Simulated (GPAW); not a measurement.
# How TiB2 absorbs and reflects light

Aim: the dielectric function of TiB2, and the optical constants that follow from it.

Calculated with GPAW 26.7.0; DFT, PBE, plane-wave PAW (GPAW data sets), scalar-relativistic, RPA, optical limit.

### 1. The structure

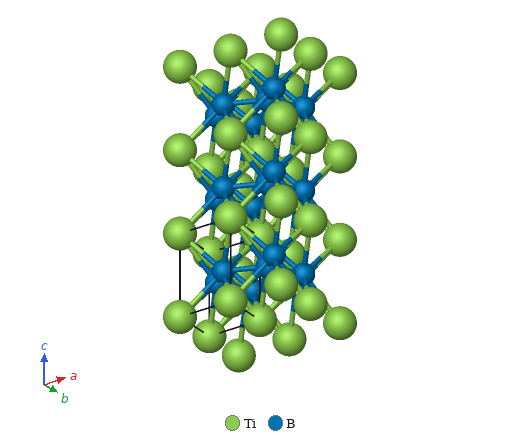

The cell as given, from a free direction (titanium green, boron blue). 2×2×3 cells are drawn. Some periodic images of atoms are drawn too.

Structure file:

```cif
data_structure
_symmetry_space_group_name_H-M 'P6/mmm'
_symmetry_Int_Tables_number 191
_cell_length_a 3.0292
_cell_length_b 3.0292
_cell_length_c 3.2284
_cell_angle_alpha 90.000
_cell_angle_beta 90.000
_cell_angle_gamma 120.000
_cell_volume 25.66
loop_
_atom_site_label
_atom_site_type_symbol
_atom_site_symmetry_multiplicity
_atom_site_Wyckoff_symbol
_atom_site_fract_x
_atom_site_fract_y
_atom_site_fract_z
_atom_site_occupancy
Ti1 Ti 1 a 0.00000 0.00000 0.00000 1
B1 B 2 d 0.66667 0.33333 0.50000 1
```

### 2. Ground state

The self-consistent density comes first; it also tells whether there is a gap, which decides the occupations and the need for a Drude term.

This step: DFT, PBE, plane-wave PAW (GPAW data sets), scalar-relativistic, ground state (GPAW 26.7.0).

File gs.py:

```python
from ase import Atoms
from ase.dft.bandgap import bandgap
from gpaw import GPAW, PW, FermiDirac

atoms = Atoms(['Ti', 'B', 'B'],
              cell=[[3.029200000000, 0.000000000000, 0.000000000000],
                    [-1.514600000000, 2.623364153100, 0.000000000000],
                    [0.000000000000, 0.000000000000, 3.228400000000]],
              scaled_positions=[[0.000000000000, 0.000000000000, 0.000000000000],
                                [0.666666666700, 0.333333333300, 0.500000000000],
                                [0.333333333300, 0.666666666700, 0.500000000000]],
              pbc=[True, True, True])
atoms.calc = GPAW(mode=PW(500), xc='PBE', kpts={'size': (9, 9, 7), 'gamma': True},
                  occupations=FermiDirac(0.05), maxiter=150, txt='gs.txt')
print('energy (eV)', atoms.get_potential_energy())
print('Fermi level (eV)', atoms.calc.get_fermi_level())
print('valence electrons', atoms.calc.get_number_of_electrons())
print('gap (eV)', bandgap(atoms.calc, output=None)[0])
print('direct gap (eV)', bandgap(atoms.calc, direct=True, output=None)[0])
atoms.calc.write('gs.gpw')
```

Launch:

```bash
$ OMP_NUM_THREADS=1 python gs.py
```

Numbers of over 12 decimals in the logs are rounded to 6 here.

Log:

```text
__  _  _
 | _ |_)|_||  |
 |__||  | ||/\| - 26.7.0

Versions:
  Python: 3.12.14
  ASE:    3.29.0
  Numpy:  2.5.5
  Scipy:  1.18.1
  Libxc:  7.0.0

Input parameters:
  mode=PW(ecut=500.0),
  kpts=MonkhorstPack(size=(9, 9, 7), gamma=True),
  maxiter=150,
  occupations=Occupations(name='fermi-dirac', width=0.05, fixmagmom=False),
  xc=XC(name='PBE')

Diagonalizing LCAO Hamiltonian
Converting LCAO to pw mode

         B  B

       Ti

Atoms  # Å, Bohr magnetons
|   | symbol |         x |        y |        z |    initial magnetic moments |
| 0 |     Ti |  0.000000 | 0.000000 | 0.000000 | ( 0.0000,  0.0000,  0.0000) |
| 1 |      B |  1.514600 | 0.874455 | 1.614200 | ( 0.0000,  0.0000,  0.0000) |
| 2 |      B | -0.000000 | 1.748909 | 1.614200 | ( 0.0000,  0.0000,  0.0000) |

Unit cell  # Å
| periodic |         x |        y |        z |  lengths |     angles |
|      yes |  3.029200 | 0.000000 | 0.000000 | 3.029200 |  90.000000 |
|      yes | -1.514600 | 2.623364 | 0.000000 | 3.029200 |  90.000000 |
|      yes |  0.000000 | 0.000000 | 3.228400 | 3.228400 | 120.000000 |

Number of symmetries: 24
Symmetry operations  # r_c * U_cc + t_c -> r_c
|    | kind |            matrix            |
|  0 |  σ   |  1, 1, 0,  0,-1, 0,  0, 0, 1 |
|  1 |  C2  |  1, 1, 0,  0,-1, 0,  0, 0,-1 |
|  2 |  C6  |  1, 1, 0, -1, 0, 0,  0, 0, 1 |
|  3 |  S6  |  1, 1, 0, -1, 0, 0,  0, 0,-1 |
|  4 |  E   |  1, 0, 0,  0, 1, 0,  0, 0, 1 |
|  5 |  σ   |  1, 0, 0,  0, 1, 0,  0, 0,-1 |
|  6 |  σ   |  1, 0, 0, -1,-1, 0,  0, 0, 1 |
|  7 |  C2  |  1, 0, 0, -1,-1, 0,  0, 0,-1 |
|  8 |  σ   |  0, 1, 0,  1, 0, 0,  0, 0, 1 |
|  9 |  C2  |  0, 1, 0,  1, 0, 0,  0, 0,-1 |
| 10 |  C3  |  0, 1, 0, -1,-1, 0,  0, 0, 1 |
| 11 |  S3  |  0, 1, 0, -1,-1, 0,  0, 0,-1 |
| 12 |  C6  |  0,-1, 0,  1, 1, 0,  0, 0, 1 |
| 13 |  S6  |  0,-1, 0,  1, 1, 0,  0, 0,-1 |
| 14 |  σ   |  0,-1, 0, -1, 0, 0,  0, 0, 1 |
| 15 |  C2  |  0,-1, 0, -1, 0, 0,  0, 0,-1 |
| 16 |  σ   | -1, 0, 0,  1, 1, 0,  0, 0, 1 |
| 17 |  C2  | -1, 0, 0,  1, 1, 0,  0, 0,-1 |
| 18 |  C2  | -1, 0, 0,  0,-1, 0,  0, 0, 1 |
| 19 |  i   | -1, 0, 0,  0,-1, 0,  0, 0,-1 |
| 20 |  C3  | -1,-1, 0,  1, 0, 0,  0, 0, 1 |
| 21 |  S3  | -1,-1, 0,  1, 0, 0,  0, 0,-1 |
| 22 |  σ   | -1,-1, 0,  0, 1, 0,  0, 0, 1 |
| 23 |  C2  | -1,-1, 0,  0, 1, 0,  0, 0,-1 |

BZ-sampling:
  Number of BZ points: 567
  Number of IBZ points: 48

  Monkhorst-Pack size: [9, 9, 7]
  Monkhorst-Pack shift: [0, 0, 0]

K-points  # in reciprocal-cell coordinates
|     |                                coordinates |     weight |
|   0 | (  0.00000000,   0.00000000,   0.00000000) | 0.00176367 |
|   1 | (  0.00000000,   0.00000000,   0.14285714) | 0.00352734 |
|   2 | (  0.00000000,   0.00000000,   0.28571429) | 0.00352734 |
|   3 | (  0.00000000,   0.00000000,   0.42857143) | 0.00352734 |
|   4 | (  0.11111111,   0.00000000,   0.00000000) | 0.01058201 |
|   5 | (  0.11111111,   0.00000000,   0.14285714) | 0.02116402 |
|   6 | (  0.11111111,   0.00000000,   0.28571429) | 0.02116402 |
|   7 | (  0.11111111,   0.00000000,   0.42857143) | 0.02116402 |
|   8 | (  0.22222222,  -0.11111111,   0.00000000) | 0.01058201 |
|   9 | (  0.22222222,  -0.11111111,   0.14285714) | 0.02116402 |
| ... |                                            |            |
|  47 | (  0.44444444,   0.44444444,   0.42857143) | 0.02116402 |

Plane wave coefficients: 666
Cutoff: 500.0 eV

Spin-components: 1 (collinear spins)
Bands:           15
Projectors:      16
Spin-degeneracy: 2
Datatype:        complex128

Parallelization:
  kpt:    1
  domain: 1
  band:   1

Density:
  Valence electrons: 18.0
  Components: 1
  Grid points: [16 16 18]
  Charge: 0.0  # |e|

Potential:
  Grid points: [16 16 18]

species:
  Ti:
    name:    Titanium
    id:
    Z:       22.0
    valence: 12
    core:    10
    charge:  0.0  # [|e|]
    compensation charges:
      type: gauss
      rc: 0.38  # [Å]
      lmax: 2
    cutoffs:
      filter: 2.23  # [Å]
      core: 1.02  # [Å]
    projectors
    | kind |    occ | energy [eV] | rcut [Å] |
    |   3s |  2.000 |     -62.623 |    1.270 |
    |   4s |  2.000 |      -4.466 |    1.270 |
    |   3p |  6.000 |     -38.862 |    1.058 |
    |   4p |  0.000 |      -1.466 |    1.058 |
    |   3d |  2.000 |      -4.258 |    1.058 |
    |    d |        |      22.953 |    1.058 |

    Using partial waves for Ti as LCAO basis

  B:
    name:    Boron
    id:
    Z:       5.0
    valence: 3
    core:    2
    charge:  0.0  # [|e|]
    compensation charges:
      type: gauss
      rc: 0.20  # [Å]
      lmax: 2
    cutoffs:
      filter: 1.14  # [Å]
      core: 1.38  # [Å]
    projectors
    | kind |    occ | energy [eV] | rcut [Å] |
    |   2s |  2.000 |      -9.443 |    0.635 |
    |   2p |  1.000 |      -3.606 |    0.635 |
    |    s |        |      17.768 |    0.635 |
    |    p |        |      23.605 |    0.635 |
    |    d |        |       0.000 |    0.635 |

    Using partial waves for B as LCAO basis

Reference energy: -24562.993416  # eV

eigensolver:
  PPCG
  Converge bands: occupied
  niter=2

density mixing:
  MSR1-Mixer
  Pratt-step length: 0.05
  Maximum mixing coefficient: 0.75
  Old densities: 10
  SVD Regularization: 0.005
  Good broyden scale: 1.0
  Trust region scale: 1.0
  Backstep threshold: 4.0
  History deletion threshold: 6.0
  Fourier metric: weight=20.0, sigma=0.015

occupation numbers:
  Fermi-Dirac:
    width: 0.0500  # eV

poisson solver:
  ecut: 4000.0  # eV

xc functional:
  name: PBE with 2 nearest neighbor stencil

convergence criteria:
- Maximum [total energy] change in last 3 cyles: 0.0005 eV / valence electron
- Maximum integral of absolute [dens]ity change: 0.0001 electrons / valence electron
- Maximum integral of absolute [eigenst]ate change: 4e-08 eV^2 / valence electron
maximum number of iterations: 150

SCF iterations
|iter     |      energy | eigst |  dens |
|iter:   1||  -24.977745 | +0.19 |       |
|iter:   2||  -24.418828 | -1.85 | -0.93 |
|iter:   3||  -23.217268 | -0.57 | -1.00 |
|iter:   4||  -23.195624 | -2.02 | -1.70 |
|iter:   5||  -23.203124 | -3.08 | -1.99 |
|iter:   6||  -23.203068c| -3.63 | -2.56 |
|iter:   7||  -23.203078c| -4.99 | -3.17 |
|iter:   8||  -23.203078c| -6.84 | -4.15c|
|iter:   9||  -23.203078c| -7.87c| -4.68c|

Converged in 9 steps
SCF loop duration: 12.403 s (1.378 s/step)
Energy contributions relative to reference atoms: (reference = -24562.993416)

Energy contributions:
  Kinetic:          21.389189
  Coulomb:         -19.386247
  Zero:             -0.004951
  External:          0.000000
  Xc:              -25.200054
  Entropy:          -0.002029
  Spinorbit:         0.000000
  ----------------------------
  Free energy:     -23.204092
  Extrapolated:    -23.203078

dipole moment: (-4.820274, -8.348960, -10.274510)  # |e|*Ang

Fermi level: 11.506
Eigenvalues  # (at kpt = [0.000, 0.000, 0.000])
| band index |      eig [eV] | occ [0-2] |
|          0 |       -45.451 |     2.000 |
|          1 |       -21.818 |     2.000 |
|          2 |       -21.498 |     2.000 |
|          3 |       -21.498 |     2.000 |
|          4 |        -2.034 |     2.000 |
|          5 |         8.867 |     2.000 |
|          6 |         8.867 |     2.000 |
|          7 |         9.132 |     2.000 |
|          8 |         9.364 |     2.000 |
|          9 |        13.380 |     0.000 |
|         10 |        13.380 |     0.000 |
|         11 |        15.134 |     0.000 |
|         12 |        15.134 |     0.000 |
|         13 |        17.232 |     0.000 |
|         14 |        17.232 |     0.000 |

No gap
No difference between direct/indirect transitions

--- standard output ---
energy (eV) -23.203078
Fermi level (eV) 11.506087
valence electrons 18.0
gap (eV) 0.0
direct gap (eV) 0.0
```

It took 16 s on 1 thread of Arm Neoverse N1, shared host; peak memory 0.14 GiB.

Numbers from this step:

```
energy       : -23.20 eV
Fermi energy : 11.51 eV
electrons    : 18
```

There are states at the Fermi level within the smearing, so the occupations stay smeared and the carriers get a Drude term.

### 3. Bands for the response

At the fixed density, many empty bands are solved on the mesh of the response, since the spectrum sums over them.

This step: DFT, PBE, plane-wave PAW (GPAW data sets), scalar-relativistic, bands at fixed density (GPAW 26.7.0).

File nscf.py:

```python
from ase.dft.bandgap import bandgap
from gpaw import GPAW, FermiDirac

calc = GPAW('gs.gpw').fixed_density(kpts={'size': (18, 18, 13), 'gamma': True}, nbands=37, convergence={'bands': 31},
                                    occupations=FermiDirac(0.05), txt='nscf.txt')
print('gap (eV)', bandgap(calc, output=None)[0])
print('direct gap (eV)', bandgap(calc, direct=True, output=None)[0])
print('top band over the Fermi level (eV)', min(calc.get_eigenvalues(kpt=k)[30] for k in range(len(calc.get_ibz_k_points()))) - calc.get_fermi_level())
calc.write('full.gpw', mode='all')
```

Launch:

```bash
$ OMP_NUM_THREADS=1 python nscf.py
```

Log:

```text
Diagonalizing LCAO Hamiltonian
Converting LCAO to pw mode
convergence criteria:
- Maximum integral of absolute [eigenst]ate change: 4e-08 eV^2 / valence electron
maximum number of iterations: 150

SCF iterations
|iter     |      energy | eigst |  dens |
|iter:   1||             | +2.93 |       |
|iter:   2||             | +1.03 |       |
|iter:   3||             | -0.16 |       |
|iter:   4||             | -1.19 |       |
|iter:   5||             | -2.37 |       |
|iter:   6||             | -3.58 |       |
|iter:   7||             | -4.79 |       |
|iter:   8||             | -5.59 |       |
|iter:   9||             | -6.39 |       |
|iter:  10||             | -7.12 |       |
|iter:  11||             | -7.79c|       |
SCF steps: 11
  __  _  _
 | _ |_)|_||  |
 |__||  | ||/\| - 26.7.0

Versions:
  Python: 3.12.14
  ASE:    3.29.0
  Numpy:  2.5.5
  Scipy:  1.18.1
  Libxc:  7.0.0

Input parameters:
  mode=PW(ecut=500.0),
  convergence={'bands': 31},
  gpts=array([16, 16, 18]),
  kpts=MonkhorstPack(size=(18, 18, 13), gamma=True),
  maxiter=150,
  nbands=37,
  occupations=Occupations(name='fermi-dirac', width=0.05, fixmagmom=False),
  parallel={},
  xc=XC(name='PBE')

--- standard output ---
gap (eV) 0.0
direct gap (eV) 0.0
top band over the Fermi level (eV) 34.039202
```

The job ended after 2.9 min (1 thread; peak memory 0.28 GiB).

### 4. Dielectric function, RPA

Local fields let the induced charge screen the field inside the cell, which as a rule lowers ε, most along directions where the density is uneven.

This step: DFT, PBE, plane-wave PAW (GPAW data sets), scalar-relativistic, RPA, optical limit (GPAW 26.7.0).

File df.py:

```python
from gpaw.response.df import DielectricFunction

df = DielectricFunction('full.gpw', frequencies={'type': 'nonlinear', 'domega0': 0.03, 'omega2': 8},
                        ecut=50,
                        eta=0.15,
                        nbands=31,
                        rate=0.05,
                        txt='df.txt')
for direction in ['x', 'z']:
    df.get_dielectric_function(xc='RPA', direction=direction, filename=f'df_{direction}.csv')
```

Launch:

```bash
$ OMP_NUM_THREADS=1 python df.py
```

Log:

```text
Using integrator: PointIntegrator
NonLinearFrequencyDescriptor(from 0.000 to 96.040 eV, 537 points)
Nonperiodic BCs:  [False False False]
Using integrator: PointIntegrator
NonLinearFrequencyDescriptor(from 0.000 to 96.040 eV, 537 points)
Nonperiodic BCs:  [False False False]
Using integrator: PointIntegrator

Calculating chi0 body with:
    Ground state adapter containing:
    Number of spins: 1
    Number of kpoints: 4212
    Number of irreducible kpoints: 259
    Number of completely occupied states: 8
    Number of partially occupied states: 12

    Linear response parametrization:
    q_c: [0.0, 0.0, 0.0]
    Number of frequency points: 537
    Planewave cutoff: 50.0
    Number of bands: 31
    Number of planewaves: 21
    Broadening (eta): 0.15

Integrating chi0 body.

Symmetries of q_c:
    Direct symmetries (Uq -> q): 24
    Indirect symmetries (TUq -> q): 0
In total 24 allowed symmetries.

259 groups of equivalent kpoints. 93.850902% reduction.

Integral kind: spectral function

Calculating chi0 optical extensions with:
    Ground state adapter containing:
    Number of spins: 1
    Number of kpoints: 4212
    Number of irreducible kpoints: 259
    Number of completely occupied states: 8
    Number of partially occupied states: 12

    Linear response parametrization:
    Number of frequency points: 537
    Planewave cutoff: 50.0
    Number of bands: 31
    Number of planewaves: 21
    Broadening (eta): 0.15
Integrating chi0 head and wings.

Symmetries of q_c:
    Direct symmetries (Uq -> q): 24
    Indirect symmetries (TUq -> q): 0
In total 24 allowed symmetries.

259 groups of equivalent kpoints. 93.850902% reduction.

Integral kind: spectral function wings

Calculating drude chi0 with:
    Number of frequency points:537
    Plasma frequency decay rate: 0.05 eV

    Ground state adapter containing:
    Number of spins: 1
    Number of kpoints: 4212
    Number of irreducible kpoints: 259
    Number of completely occupied states: 8
    Number of partially occupied states: 12

Symmetries of q_c:
    Direct symmetries (Uq -> q): 24
    Indirect symmetries (TUq -> q): 0
In total 24 allowed symmetries.

259 groups of equivalent kpoints. 93.850902% reduction.

Integral kind: intraband
Plasma frequency:
[[3.02+0.j 0.  -0.j 0.  +0.j]
 [0.  -0.j 3.02+0.j 0.  +0.j]
 [0.  +0.j 0.  +0.j 2.42-0.j]]
```

Run time: 34 s. Hardware: 1 thread; peak memory 0.24 GiB.

The Im ε has structure finer than the step of the table below, so its rows give means over 1 eV, whole bins alone (the curve runs from 0.305 to 14.0 eV). Peaks (eV: height): E ∥ x 0.8: 38.9; E ∥ z 0.8: 37.9, 8.1: 10.9.

Sum at mesh points, not converged in k. Table of Im ε by photon energy; means over each step:

```csv
photon energy (eV),E ∥ x,E ∥ z
1,31.0,29.9
2,19.8,21.6
3,12.5,14.0
4,9.28,11.5
5,6.78,10.8
6,7.19,8.07
7,6.36,7.01
8,7.57,9.68
9,5.76,4.45
10,5.58,2.56
11,5.16,3.07
12,4.73,3.04
13,2.93,2.26
```

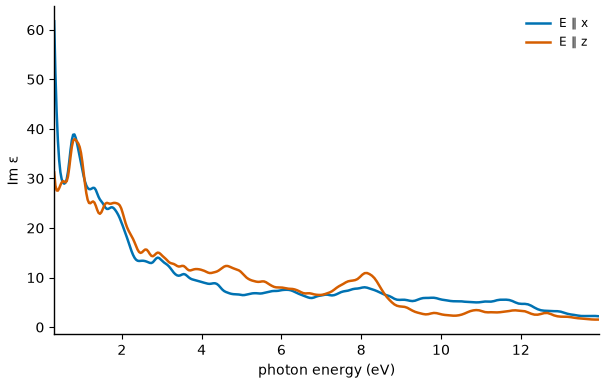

Im ε, plotted against photon energy.

Values under 1 per cm are given as 1; sum at mesh points, not converged in k. Absorption coefficient against photon energy:

| photon energy (eV) | E ∥ x (1/cm) | E ∥ z (1/cm) |
| --- | --- | --- |
| 1.01 | 3.6e5 | 3.6e5 |
| 1.99 | 6.6e5 | 6.4e5 |
| 3.02 | 7.6e5 | 7.5e5 |
| 3.98 | 8.2e5 | 8.7e5 |
| 4.98 | 8.0e5 | 1.2e6 |
| 6.02 | 1.0e6 | 1.2e6 |
| 6.99 | 1.1e6 | 1.2e6 |
| 8.03 | 1.5e6 | 1.9e6 |
| 9.02 | 1.6e6 | 2.0e6 |
| 10.03 | 1.8e6 | 1.7e6 |
| 11.03 | 1.9e6 | 1.7e6 |
| 12.02 | 2.4e6 | 2.0e6 |
| 13.00 | 2.4e6 | 2.0e6 |

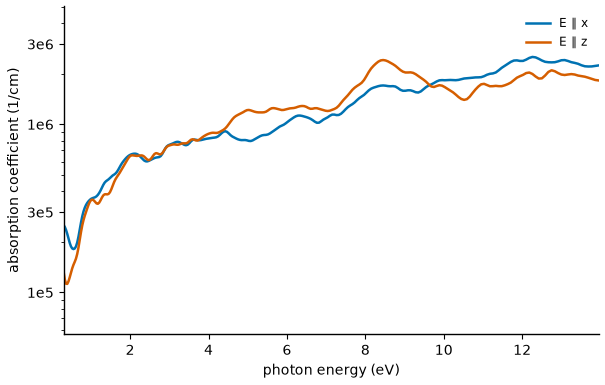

Absorption coefficient, plotted against photon energy.

The loss function −Im 1/ε at q → 0 has structure finer than the step of the table below, so its rows give means over 1 eV, whole bins alone (the curve runs from 0.305 to 14.0 eV). Peaks (eV: height): E ∥ x 6.7: 0.160, 11.0: 0.194; E ∥ z 6.9: 0.153, 10.5: 0.360, 12.5: 0.296.

Sum at mesh points, not converged in k. The loss function −Im 1/ε at q → 0 by energy loss; means over each step:

```csv
energy loss (eV),E ∥ x,E ∥ z
1,0.0295,0.0261
2,0.0526,0.0449
3,0.0794,0.0688
4,0.108,0.0829
5,0.139,0.0934
6,0.130,0.124
7,0.146,0.141
8,0.129,0.0962
9,0.173,0.115
10,0.176,0.252
11,0.188,0.294
12,0.164,0.266
13,0.196,0.277
```

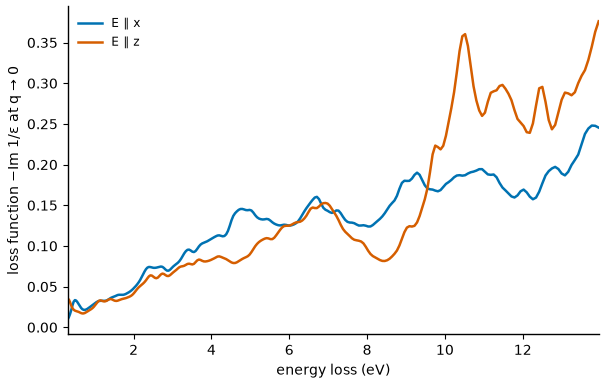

Loss function −Im 1/ε at q → 0 against energy loss.

The reflectivity at normal incidence has structure finer than the step of the table below, so its rows give means over 0.5 eV, whole bins alone (the curve runs from 0.305 to 14.0 eV). Peaks (eV: height): E ∥ x 0.81: 60.2, 6.23: 34.1, 8.45: 39.1, 13.17: 51.8; E ∥ z 0.81: 59.2, 4.98: 44.8, 8.77: 61.2, 12.26: 43.6, 13.34: 46.7.

Sum at mesh points, not converged in k. The reflectivity at normal incidence by photon energy; means over each step:

```
photon energy (eV)  E ∥ x (%)  E ∥ z (%)
               1.0       57.7       56.8
               1.5       54.5       52.2
               2.0       53.8       53.0
               2.5       45.3       46.8
               3.0       44.9       44.8
               3.5       41.6       42.1
               4.0       38.7       40.8
               4.5       36.6       41.6
               5.0       30.9       43.9
               5.5       30.9       41.4
               6.0       32.9       39.2
               6.5       31.9       37.2
               7.0       29.6       33.2
               7.5       31.5       36.5
               8.0       36.2       44.8
               8.5       38.7       57.9
               9.0       35.2       58.6
               9.5       33.3       54.9
              10.0       36.2       45.7
              10.5       35.8       33.3
              11.0       35.7       35.0
              11.5       39.0       34.1
              12.0       45.3       39.1
              12.5       49.3       40.9
              13.0       49.7       45.6
              13.5       50.1       46.5
```

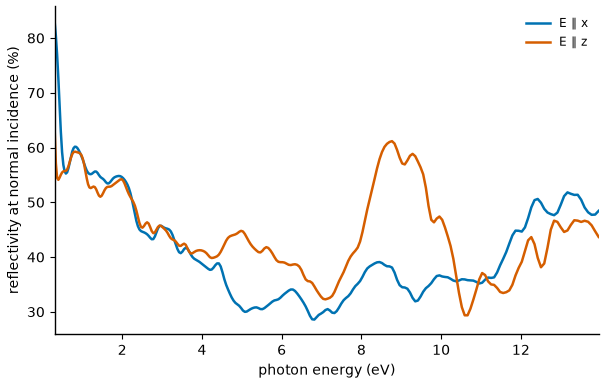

Reflectivity at normal incidence, plotted against photon energy.

The Im ε, E ∥ x has structure finer than the step of the table below, so its rows give means over 1 eV, whole bins alone (the curve runs from 0.305 to 14.0 eV). Peaks (eV: height): without local fields 0.8: 38.9; with local fields 0.8: 38.9.

Sum at mesh points, not converged in k. The Im ε, E ∥ x by photon energy; means over each step:

| photon energy (eV) | without local fields | with local fields |
| --- | --- | --- |
| 1 | 31.0 | 31.0 |
| 2 | 19.8 | 19.8 |
| 3 | 12.5 | 12.5 |
| 4 | 9.28 | 9.28 |
| 5 | 6.78 | 6.78 |
| 6 | 7.19 | 7.19 |
| 7 | 6.37 | 6.36 |
| 8 | 7.58 | 7.57 |
| 9 | 5.77 | 5.76 |
| 10 | 5.62 | 5.58 |
| 11 | 5.27 | 5.16 |
| 12 | 4.81 | 4.73 |
| 13 | 2.94 | 2.93 |

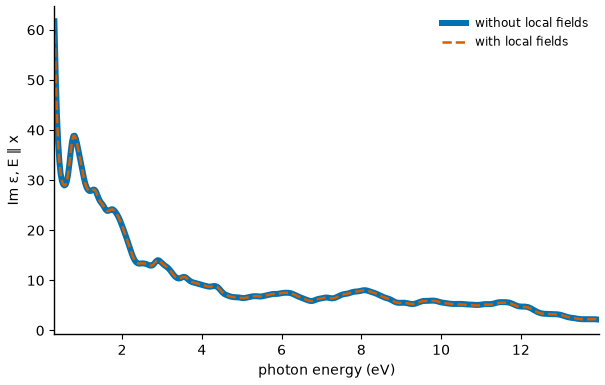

Im ε, E ∥ x, plotted against photon energy.

Optical constants at common wavelengths, from n + ik = √ε:

```csv
wavelength (nm),n x,k x,R (%) x,1/α x,n z,k z,R (%) z,1/α z
1550,5.33,3.645,60.0,34 nm,5.84,3.234,59.2,38 nm
800,3.91,3.151,54.0,20 nm,4.47,2.722,52.1,23 nm
450,2.83,2.298,43.3,16 nm,3.02,2.375,44.6,15 nm
405,2.64,2.463,45.3,13 nm,2.89,2.435,45.1,13 nm
365,2.38,2.189,41.3,13 nm,2.75,2.238,42.3,13 nm
308,2.23,2.024,38.6,12 nm,2.65,2.163,41.1,11 nm
193,1.97,1.715,33.0,9.0 nm,1.86,1.972,38.4,7.8 nm
```

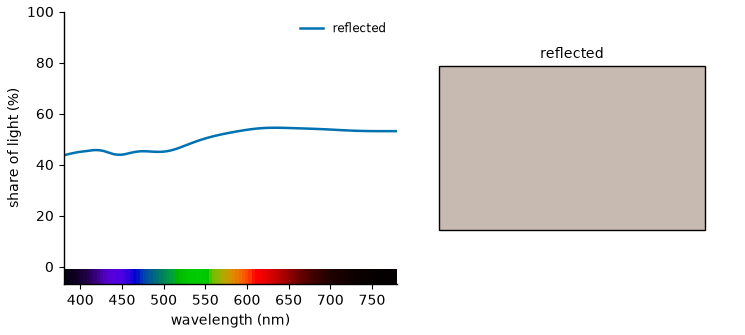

Light reflected across the visible range, with the colour that it makes of daylight (sRGB).

In reflection the computed colour is faintly orange: x = 0.330, y = 0.340, luminous reflectivity 50 %.

### 5. Summary of results

What this shows: At this level (PBE, RPA) TiB2 is a metal. The mesh is too coarse to trust the carriers' weight, the reflectivity or the colour to better than tens of per cent. In reflection the computed colour is faintly orange: x = 0.330, y = 0.340, luminous reflectivity 50 %. The carriers' damping of 0.05 eV is typed, not computed; it shapes the response at the lowest energies. In this version of GPAW the matrix elements of the optical limit are incomplete, which can lower ε − 1 by up to a tenth where first-row anions or d states rule, and shift it by more in d metals. GPAW's carrier term has the form −ωp²/(ω + i·rate)², which damps like twice the rate and fails at low energy, so the curves leave the lowest energies out. The sum runs over mesh points 0.15 Å⁻¹ apart with no interpolation, so peaks are partly noise of the mesh, and the Drude plasma energy, a sum over the Fermi surface, isn't converged.

[Machine, clock and banner lines and Python warnings are left out of the logs.]

[Logs are printed without paths, hosts, clocks, repeated set-up lines and the standing remarks that a program may print on its own settings, such as how far it seeks lower states.]

[Hosts, paths, dates, database ids (printed as entryN), source tags and the programs' standing remarks are cut or masked in the printed files.]
